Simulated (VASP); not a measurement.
# As: As into a neighbouring As vacancy, part 2 of 5

Aim: the barrier for one hop in As: As into a neighbouring As vacancy. The start is a cell from a database of measured crystal structures.

VASP 6.6.1; LDA; plane waves and PAW (As).

So far. Step 2 (Relax the host): The run ended after 7 ionic steps, 0.021 eV below its first step, once forces and stress met EDIFFG = -0.02.

The database entry behind the starting cell differs from later determinations by our own check (old inner coordinate), so it need not match the best structure at ambient conditions.

### 3. Relax the start

System of this step: As. The cell holds 31 atoms: 31 As. Cell: a = 10.738 Å, b = 15.982 Å, c = 7.991 Å, α = 56.2°, β = 51.7°, γ = 38.2°. It derives from As. Nearest the centre at fractional (0.250, -0.062, 0.000): As23 at 1.28 Å, As15 at 2.93 Å, As30 at 2.94 Å, As25 at 2.96 Å, As12 at 2.99 Å, As22 at 3.29 Å, As1 at 3.31 Å, As6 at 3.32 Å.

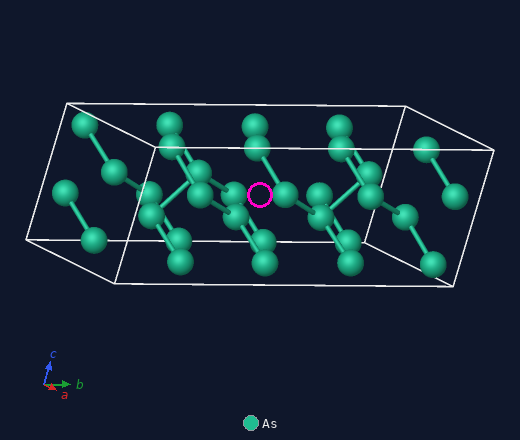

The cell of this step (arsenic teal). A ring marks the centre wherever it is empty. Bonds to atoms that aren't drawn are left out.

A path needs two true minima; the start is relaxed with symmetry off.

INCAR reads:

```
SYSTEM = As
PREC = Normal
ENCUT = 280
EDIFF = 1E-05
NELM = 120
ISMEAR = 1
SIGMA = 0.15
LREAL = Auto
ALGO = Fast
GGA = CA
NBANDS = 100
LORBIT = 11
LWAVE = .FALSE.
LCHARG = .FALSE.
KPAR = 5
IBRION = 2
NSW = 60
ISIF = 2
EDIFFG = -0.05
POTIM = 0.4
MAXMIX = 40
ISYM = 0
```

POSCAR reads:

```
As
1.0
    1.8833541920      3.2620651491     10.0558598358
   -7.5334167680      4.3494201988     13.4078131144
    0.0000000000     -4.3494201988      6.7039065572
As
31
Direct
    0.1172895375      0.0284049144      0.6125940092
    0.1131560406      0.2817486813      0.1124526011
    0.1146118578      0.2800784882      0.6133652181
    0.1161522281      0.5282571829      0.1152406596
    0.1120998021      0.5299801167      0.6148040794
    0.1161440055      0.7774461618      0.1143715113
    0.1123221531      0.7801563785      0.6155806440
    0.6170370681      0.1549909481      0.1118182373
    0.6045171898      0.1583269942      0.6204011627
    0.6142068467      0.4046725588      0.1143452962
    0.6183266507      0.3989591442      0.6178175529
    0.6218579685      0.6500412647      0.1134609977
    0.6110599217      0.6541295840      0.6200028925
    0.6125128465      0.9028387969      0.1178671820
    0.6130470366      0.9034530234      0.6175825656
    0.3850204450      0.0960016193      0.3846033163
    0.3884772127      0.0955429984      0.8828030424
    0.3836664192      0.3480888734      0.3824743208
    0.3868164979      0.3443700956      0.8894108843
    0.3829364192      0.5957873700      0.3887318241
    0.3848009141      0.5960565958      0.8834029012
    0.3821177514      0.8484693338      0.3841398950
    0.3853656572      0.8457161851      0.8812479188
    0.8874724757      0.2211927597      0.3811658050
    0.8844683620      0.2232696717      0.8831618899
    0.8855915874      0.4690194726      0.3848005735
    0.8850114903      0.4715449333      0.8873536090
    0.8820417075      0.7199963631      0.3890268007
    0.8879674409      0.7196455436      0.8824953513
    0.8863618671      0.9715932512      0.3843157643
    0.8878409999      0.9696339690      0.8843353176
```

KPOINTS reads:

```
Automatic mesh
0
Gamma
3 2 3
0 0 0
```

PAW data sets: As (LDA family, release 64).

Run with:

```sh
$ mpirun -np 5 vasp_std
```

Output:

```text
[banner, memory and clock lines left out]
running    5 mpi-ranks, on    1 nodes
 distrk:  each k-point on    1 cores,    5 groups
 distr:  one band on    1 cores,    1 groups

 POSCAR found type information on POSCAR As
 POSCAR found :  1 types and      31 ions
 [... a notice as in an earlier step ...]

 LDA part: xc-table for (Slater(with rela. corr.)+CA(PZ))
 , standard interpolation
 POSCAR, INCAR and KPOINTS ok, starting setup
 FFT: planning ... GRIDC
 FFT: planning ... GRID_SOFT
 FFT: planning ... GRID
 WAVECAR not read
 entering main loop
       N       E                     dE             d eps       ncg     rms          rms(c)
DAV:   1     0.461477325894E+03    0.46148E+03   -0.42419E+04  2000   0.796E+02
DAV:   2    -0.115311216053E+03   -0.57679E+03   -0.55219E+03  2384   0.167E+02
DAV:   3    -0.164349509671E+03   -0.49038E+02   -0.47729E+02  2408   0.482E+01
DAV:   4    -0.165897570176E+03   -0.15481E+01   -0.15271E+01  2552   0.796E+00
DAV:   5    -0.165938963304E+03   -0.41393E-01   -0.41248E-01  2544   0.123E+00    0.139E+01
RMM:   6    -0.165479242661E+03    0.45972E+00   -0.25333E-01  2008   0.969E-01    0.834E+00
RMM:   7    -0.165266840168E+03    0.21240E+00   -0.23979E-01  2001   0.124E+00    0.543E-01
RMM:   8    -0.165266688010E+03    0.15216E-03   -0.53232E-02  2146   0.479E-01    0.238E-01
RMM:   9    -0.165266676529E+03    0.11481E-04   -0.75506E-03  2153   0.197E-01    0.139E-01
RMM:  10    -0.165266807412E+03   -0.13088E-03   -0.20566E-03  2040   0.104E-01    0.537E-02
RMM:  11    -0.165266788849E+03    0.18564E-04   -0.75444E-04  2172   0.537E-02    0.411E-02
RMM:  12    -0.165266797409E+03   -0.85607E-05   -0.14850E-04  2173   0.245E-02    0.602E-03
RMM:  13    -0.165266799411E+03   -0.20014E-05   -0.28188E-05  1374   0.104E-02
   1 F= -.16526680E+03 E0= -.16526293E+03  d E =-.165267E+03
 curvature:   0.00 expect dE= 0.000E+00 dE for cont linesearch  0.000E+00
 trial: gam= 0.00000 g(F)=  0.155E+00 g(S)=  0.000E+00 ort = 0.000E+00 (trialstep = 0.100E+01)
 search vector abs. value=  0.155E+00
 bond charge predicted
       N       E                     dE             d eps       ncg     rms          rms(c)
DAV:   1    -0.165369459064E+03   -0.10266E+00   -0.27773E+00  2240   0.400E+00    0.538E-01
RMM:   2    -0.165387482760E+03   -0.18024E-01   -0.21701E-01  2000   0.106E+00    0.184E-01
RMM:   3    -0.165391148608E+03   -0.36658E-02   -0.33621E-02  2152   0.419E-01    0.903E-02
RMM:   4    -0.165391444634E+03   -0.29603E-03   -0.50877E-03  2235   0.156E-01    0.481E-02
RMM:   5    -0.165391468795E+03   -0.24161E-04   -0.77055E-04  2182   0.628E-02    0.148E-02
RMM:   6    -0.165391482199E+03   -0.13405E-04   -0.21204E-04  2319   0.283E-02    0.732E-03
RMM:   7    -0.165391484142E+03   -0.19431E-05   -0.22762E-05  1327   0.974E-03
   2 F= -.16539148E+03 E0= -.16538749E+03  d E =-.124685E+00
[... from here on, the cycles between the ionic steps are left out ...]
   3 F= -.16546521E+03 E0= -.16546120E+03  d E =-.198411E+00
   4 F= -.16549625E+03 E0= -.16549227E+03  d E =-.310412E-01
   5 F= -.16553336E+03 E0= -.16552930E+03  d E =-.681503E-01
   6 F= -.16555650E+03 E0= -.16555243E+03  d E =-.231361E-01
   7 F= -.16556353E+03 E0= -.16555952E+03  d E =-.301659E-01
   8 F= -.16556945E+03 E0= -.16556535E+03  d E =-.592561E-02
   9 F= -.16557102E+03 E0= -.16556687E+03  d E =-.749609E-02
 curvature:  -3.43 expect dE=-0.374E-02 dE for cont linesearch -0.271E-04
 trial: gam= 0.22981 g(F)=  0.109E-02 g(S)=  0.000E+00 ort = 0.209E-03 (trialstep = 0.270E+01)
 search vector abs. value=  0.148E-02
 bond charge predicted
       N       E                     dE             d eps       ncg     rms          rms(c)
DAV:   1    -0.165572179981E+03   -0.11626E-02   -0.16817E-01  2072   0.984E-01    0.116E-01
RMM:   2    -0.165573231059E+03   -0.10511E-02   -0.10055E-02  2000   0.234E-01    0.718E-02
RMM:   3    -0.165573321867E+03   -0.90808E-04   -0.16775E-03  2104   0.962E-02    0.450E-02
RMM:   4    -0.165573298857E+03    0.23010E-04   -0.33810E-04  2120   0.402E-02    0.279E-02
RMM:   5    -0.165573293913E+03    0.49447E-05   -0.94008E-05  2020   0.201E-02
  10 F= -.16557329E+03 E0= -.16556902E+03  d E =-.227110E-02
 trial-energy change:   -0.002271  1 .order   -0.002198   -0.003069   -0.001327
 step:   4.1736(harm=  4.7494)  dis= 0.00800  next Energy=  -165.573670 (dE=-0.265E-02)
 reached required accuracy - stopping structural energy minimisation
```

Elapsed: 2.9 min, on 5 MPI ranks of Intel Xeon 6975P-C (Granite Rapids), shared host; peak memory 2.1 GiB.

Parts of OUTCAR (step 3):

```text
 Found     10 irreducible k-points:

   k-points           NKPTS =     10   k-points in BZ     NKDIM =     10   number of bands    NBANDS=    100

   dimension x,y,z NGX =    48 NGY =   70 NGZ =   36
   dimension x,y,z NGXF=    96 NGYF=  140 NGZF=   72

   ENCUT  =  280.0 eV  20.58 Ry    4.54 a.u.  14.65 21.81 10.90*2*pi/ulx,y,z

   NELECT =     155.0000    total number of electrons

 E-fermi :   5.3290

 k-point     1 :       0.0000    0.0000    0.0000
  band No.  band energies     occupation
    ...
     75       4.6358      2.00000
     76       4.7740      2.00000
     77       5.0356      2.01838
     78       5.2677      1.63209
     79       5.3409      0.86669
     80       5.5455     -0.06019
     81       5.5885     -0.03455
     82       5.9222     -0.00000
     83       6.0323     -0.00000
     84       6.1845     -0.00000
    ...

 k-point     2 :       0.3333   -0.0000    0.0000
  band No.  band energies     occupation
    ...
     75       4.6234      2.00000
     76       4.7755      2.00000
     77       5.0018      2.00852
     78       5.3098      1.21545
     79       5.3603      0.65597
     80       6.0252     -0.00000
     81       6.1480     -0.00000
     82       6.3511     -0.00000
     83       6.4752     -0.00000
     84       6.5591     -0.00000
    ...

  Total       -9.0372551     -9.4418927     -3.7437005     -0.5870705      0.5667534      0.7445408
  in kB      -21.9722512    -22.9560455     -9.1020479     -1.4273427      1.3779458      1.8101999
  external PRESSURE =     -18.0101149 kB  Pullay stress =       0.0000000 kB

  energy-cutoff  :      280.00
  volume of cell :      658.98
      direct lattice vectors                 reciprocal lattice vectors
     1.883354192  3.262065149 10.055859836     0.132741893  0.076638567  0.049722252
    -7.533416768  4.349420199 13.407813114    -0.099556419  0.019159642  0.012430563
     0.000000000 -4.349420199  6.703906557     0.000000000 -0.153277135  0.049722252

 POSITION                                       TOTAL-FORCE (eV/Angst)
 -----------------------------------------------------------------------------------
     -0.00378     -2.17558      5.65174        -0.020575     -0.009171     -0.015159
     -1.89829      1.05999      5.68791        -0.010316      0.009915      0.000914
     -1.93140     -1.11319      8.96447        -0.011463      0.015081      0.012139
     -3.76482      2.17102      8.98954        -0.008630      0.004071      0.000969
     -3.74652      0.01638     12.36664         0.008739     -0.001998     -0.005271
     -5.63350      3.25203     12.40733         0.000774      0.002058      0.016973
     -5.68161      1.10276     15.66036         0.020565     -0.005254      0.003377
      0.00979      2.15741      9.02284         0.017238     -0.003652     -0.009464
      0.05708     -0.01078     12.31599        -0.004933     -0.010674     -0.010768
     -1.85018      3.30490     12.32781         0.004562     -0.002542      0.003850
     -1.75716      1.03535     15.83205        -0.007020     -0.011860     -0.001961
     -3.79493      4.37699     15.65338         0.007336      0.005147      0.023806
     -3.93520      2.12434     19.20406         0.000737      0.000679      0.018728
     -5.67338      5.42271     19.06583        -0.005060      0.001215     -0.008679
     -5.63096      3.30330     22.47409         0.000882      0.019782      0.009272
      0.01271     -0.00629      7.74415        -0.004184      0.011786     -0.018524
     -0.01429     -2.20425     11.07063        -0.003022     -0.008630     -0.004903
     -1.85152      1.10435     11.08185        -0.006138      0.008439     -0.015838
     -1.85376     -1.08162     14.44230        -0.010506     -0.015362      0.002180
     -3.74781      2.14904     14.46149         0.009724      0.003684     -0.012879
     -3.80853      0.01776     17.81851         0.012054     -0.001861      0.013986
     -5.67382      3.25096     17.77425        -0.005159     -0.011898     -0.005742
     -5.67446      1.10809     21.12945         0.008986     -0.001853      0.014015
     -0.00329      2.16478     14.42807        -0.009313     -0.005844      0.001773
      0.06097     -0.02807     17.79202        -0.018962      0.015531      0.004844
     -1.94143      3.26928     17.81332         0.001324      0.000576     -0.002604
     -1.84605      1.09621     21.13600         0.001917      0.000425     -0.004936
     -3.74794      4.37157     21.15128         0.010536     -0.005586      0.005102
     -3.78011      2.14786     24.46921         0.005747      0.002652     -0.010381
     -5.64721      5.52426     24.51063         0.005650      0.001978      0.013779
     -5.64460      3.25737     27.85047         0.008511     -0.006835     -0.018594
 -----------------------------------------------------------------------------------
    total drift:                               -0.028085     -0.036559     -0.029973

  FREE ENERGIE OF THE ION-ELECTRON SYSTEM (eV)
  ---------------------------------------------------
  free  energy   TOTEN  =      -165.5732939128 eV

  energy  without entropy=     -165.5604682168  energy(sigma->0) =     -165.56901868

 total charge
# of ion       s       p       d       tot
------------------------------------------
    1        1.305   1.367   0.054   2.726
    2        1.305   1.359   0.052   2.717
    3        1.302   1.367   0.051   2.720
    4        1.302   1.368   0.052   2.722
    5        1.305   1.359   0.051   2.716
    6        1.307   1.356   0.056   2.718
    7        1.301   1.367   0.052   2.720
    8        1.303   1.364   0.054   2.722
    9        1.301   1.365   0.052   2.718
   10        1.304   1.365   0.051   2.720
   11        1.314   1.327   0.053   2.695
   12        1.302   1.364   0.052   2.718
   13        1.310   1.333   0.056   2.698
   14        1.303   1.363   0.052   2.719
   15        1.313   1.336   0.053   2.702
   16        1.304   1.364   0.051   2.719
   17        1.308   1.356   0.046   2.710
   18        1.306   1.358   0.051   2.714
   19        1.309   1.358   0.051   2.718
   20        1.308   1.352   0.047   2.707
   21        1.304   1.370   0.050   2.724
   22        1.310   1.360   0.048   2.718
   23        1.312   1.338   0.039   2.690
   24        1.310   1.358   0.048   2.716
   25        1.313   1.342   0.041   2.696
   26        1.307   1.357   0.047   2.711
   27        1.304   1.364   0.052   2.719
   28        1.304   1.369   0.052   2.724
   29        1.305   1.357   0.052   2.714
   30        1.312   1.342   0.040   2.694
   31        1.308   1.357   0.051   2.715
--------------------------------------------------
tot         40.502  42.063   1.556  84.121

[... 1 part as in an earlier step ...]

[... 7 further parts left out ...]
```

This run has no spin polarisation. Its electron count is odd, so without a moment it is a metal by construction.

Step by step:

| step | energy less that of the first step (eV) | largest force (eV/Å) |
| --- | --- | --- |
| 1 | 0.0000 | 0.7003 |
| 2 | -0.1247 | 0.5020 |
| 3 | -0.1984 | 0.2830 |
| 4 | -0.2295 | 0.2410 |
| 5 | -0.2666 | 0.2477 |
| 6 | -0.2897 | 0.1099 |
| 7 | -0.2967 | 0.0885 |
| 8 | -0.3027 | 0.0604 |
| 9 | -0.3042 | 0.0585 |
| 10 | -0.3065 | 0.0272 |

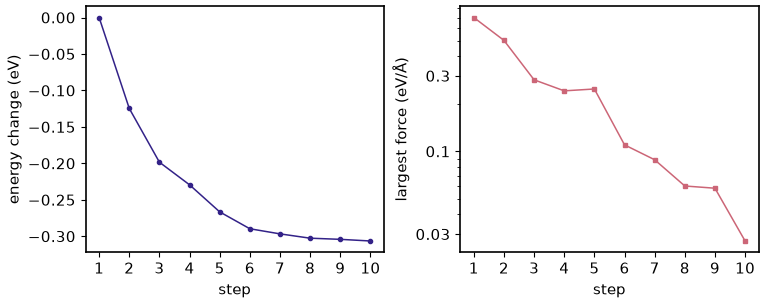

Energy and largest force along the relaxation.

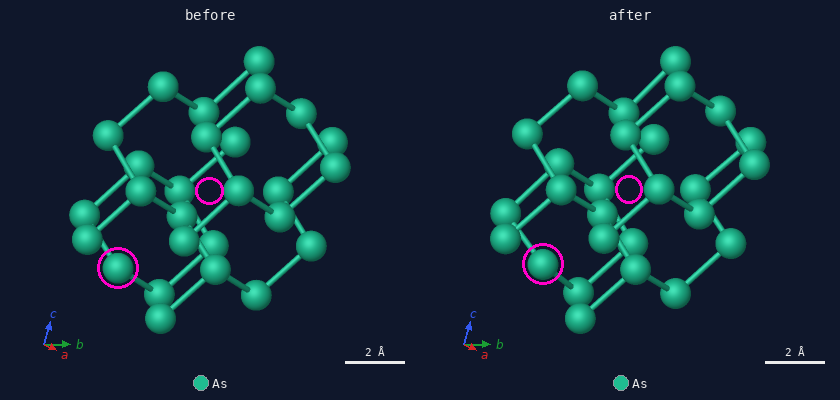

Before and after: the atoms that start within 5 Å of the centre. As13, which moves most, is ringed if it is among them. A ring with no atom in it marks the empty centre.

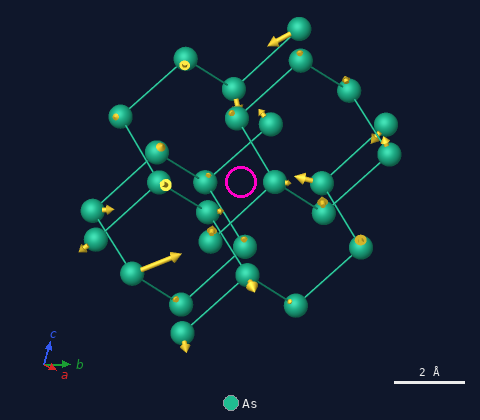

Displacements in the relaxation near the centre, exaggerated; the longest in the cell stands for 0.21 Å. A ring marks the centre wherever it is empty.

The atoms that moved most (Å):

| atom | dx | dy | dz | length |
| --- | --- | --- | --- | --- |
| As13 | -0.158 | -0.017 | 0.132 | 0.207 |
| As11 | 0.084 | -0.030 | 0.123 | 0.152 |
| As9 | 0.111 | 0.027 | -0.045 | 0.123 |
| As12 | -0.069 | 0.015 | -0.076 | 0.104 |
| As25 | 0.077 | -0.043 | -0.016 | 0.090 |
| As26 | -0.076 | 0.014 | 0.040 | 0.087 |
| As15 | 0.021 | 0.060 | 0.056 | 0.085 |
| As30 | 0.003 | 0.079 | -0.006 | 0.079 |

Final coordinates:

```cif
data_structure
_symmetry_space_group_name_H-M 'P 1'
_symmetry_Int_Tables_number 1
_cell_length_a 10.7382
_cell_length_b 15.9825
_cell_length_c 7.9912
_cell_angle_alpha 56.245
_cell_angle_beta 51.665
_cell_angle_gamma 38.224
_cell_volume 658.98
loop_
_atom_site_label
_atom_site_type_symbol
_atom_site_fract_x
_atom_site_fract_y
_atom_site_fract_z
_atom_site_occupancy
As1 As 0.11378 0.02895 0.61448 1
As2 As 0.11207 0.28000 0.12034 1
As3 As 0.10404 0.28239 0.61636 1
As4 As 0.11362 0.52815 0.11421 1
As5 As 0.11883 0.52703 0.61239 1
As6 As 0.11835 0.77739 0.11846 1
As7 As 0.10899 0.78144 0.60964 1
As8 As 0.61528 0.15252 0.11795 1
As9 As 0.61913 0.14721 0.61403 1
As10 As 0.62065 0.40076 0.10640 1
As11 As 0.63330 0.39157 0.62851 1
As12 As 0.61002 0.65625 0.10743 1
As13 As 0.59531 0.67119 0.62926 1
As14 As 0.61049 0.90572 0.11682 1
As15 As 0.62316 0.90325 0.61114 1
As16 As 0.38626 0.09488 0.38602 1
As17 As 0.37963 0.09680 0.88832 1
As18 As 0.38988 0.34324 0.38174 1
As19 As 0.38914 0.34336 0.88389 1
As20 As 0.38627 0.59406 0.38966 1
As21 As 0.38179 0.60100 0.88325 1
As22 As 0.37977 0.84810 0.38548 1
As23 As 0.38229 0.84881 0.88076 1
As24 As 0.88287 0.22115 0.38558 1
As25 As 0.89060 0.21456 0.88896 1
As26 As 0.87856 0.47735 0.38461 1
As27 As 0.88989 0.46752 0.88290 1
As28 As 0.88921 0.71981 0.38163 1
As29 As 0.87949 0.72165 0.88745 1
As30 As 0.89247 0.97274 0.37198 1
As31 As 0.88515 0.97056 0.88551 1
```

Numbers from this step:

- electronic cycles: 75
- electrons: 155
- free energy (TOTEN): -165.5733 eV
- energy at zero smearing: -165.5690 eV
- Fermi energy: 5.329 eV

The run ended after 10 ionic steps, 0.306 eV below its first step, once the forces on the free atoms met EDIFFG = -0.05.

(Continued in part 3 of 5.)

[Lines on the potential files, build, host, timing and source positions are cut from VASP's logs without a mark.]

[Logs are printed without paths, hosts, clocks, repeated set-up lines and the standing remarks that a program may print on its own settings, such as how far it seeks lower states.]

[Hosts, paths, dates, database ids (printed as entryN), source tags and the programs' standing remarks are cut or masked in the printed files.]

[Runs that stopped without an error message from VASP are left out.]
